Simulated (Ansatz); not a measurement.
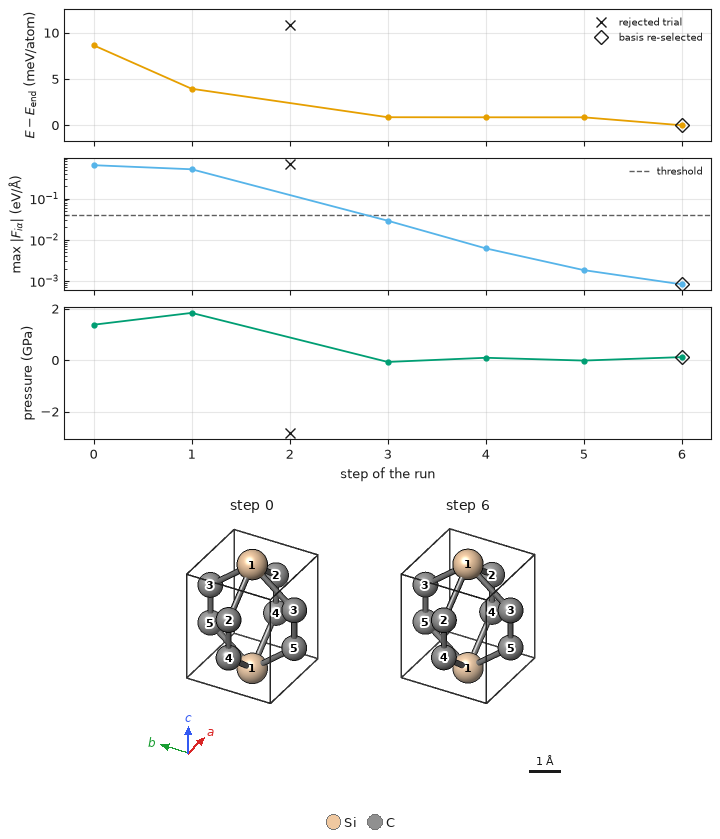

First and last geometry of a relaxation of crystalline SiC$_{4}$ (a generated structure, set up in P4/mmm) (coarse preliminary run), with the history of the run. Style: ball-and-stick. Shown: the cell of the calculation, from a free direction.

These are results of DFT PBE, scalar-relativistic, plane waves, PAW in Ansatz 0.2.0, not measurements.

The input:
```yaml
crystal:
  lattice:
    - [3.1144100872, 0.0, 0.0]
    - [0.0, 3.1144100872, 0.0]
    - [0.0, 0.0, 3.9693814002]
  atoms:
    - { symbol: Si, position: [0.5, 0.5, 0.0] }
    - { symbol: C, position: [0.0, 0.5, 0.6819274965] }
    - { symbol: C, position: [0.5, 0.0, 0.6819274965] }
    - { symbol: C, position: [0.0, 0.5, 0.3180725035] }
    - { symbol: C, position: [0.5, 0.0, 0.3180725035] }
basis:
  ecutwfc: 420
kpoints:
  mp_grid: { grid: [6, 6, 4] }
hamiltonian:
  xc: pbe
scf:
  occupations: { method: gaussian, width: 0.1 }
  lower_state_search: "off"
output:
  forces: true
  stress: true
  eigenvalues: true
relax:
  adjacent_minimum: "off"
  f_tol: 0.04
  max_steps: 70
  cell: { stress_tol: 0.4 }
```

Run as
```bash
ansatz run input.yaml --threads 1 --pin off --max-ram 2560MiB --backend cpu --events-out ev --progress --plain --runs-dir out
```

Read the history and describe the run.

Answer. It converged. After 4 accepted moves (6 points after the start) the energy has fallen by 8.7 meV per atom. The largest force component goes from 0.65 to 0.00083 eV/Å. The pressure goes from 1.38 to 0.12 GPa. The line search rejected the trial step at point 2 of the run. At 1 point the geometry stayed and the basis and grid were re-selected for the new cell (energy shift of 0.9 meV per atom at most each time). The largest moves relative to the cell, 0.010 Å, are those of C2, C3, C4 and C5. C2 goes along −c. Si stays in place. The drawn cell changes as follows: a = b 3.114 → 3.162 Å (+1.5 %), c 3.969 → 3.956 Å (−0.3 %); the volume changes by +2.8 %. Among the contacts that change: C2–C4 1.444 → 1.420 Å, Si1–C2 2.005 → 2.027 Å. The space group stays P4/mmm (No. 123).

Limits of the set-up: the k-point mesh is coarse for a cell with partly filled bands.
